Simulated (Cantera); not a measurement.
A closed system holds: 1 mol FeS, 4.2 mol H₂S, 1.1 mol H₂O, equilibrated at 10.0 mbar.

These are equilibrium values from Cantera (NASA tables, ideal gas, pure condensed phases), not measurements of a reactor. Candidate condensed phases: Fe, FeO, Fe(OH)₂, Fe(OH)₃, FeS, FeSO₄, FeS₂, Fe₂O₃, Fe₂(SO₄)₃, Fe₃O₄, H₂O, H₂SO₄, S; 22 gas species. FeS: taken at fixed stoichiometry. Gases not in the tables: S₃ to S₇. The numbers say what is thermodynamically allowed, not how fast it happens.

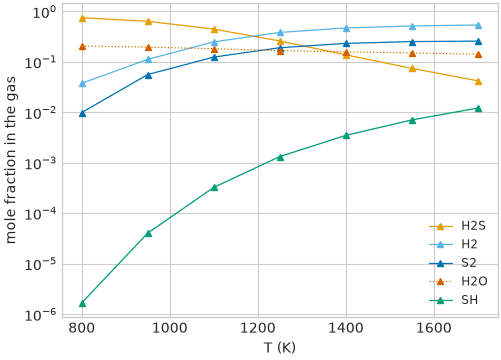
Equilibrium gas composition (values under 1e-9 drawn at 1e-9)

Question: Read off the mole fractions at 1100 K.

Answer: H₂S about 0.45, H₂ about 0.25, H₂O about 0.18, S₂ about 0.12, SH about 0.00033.
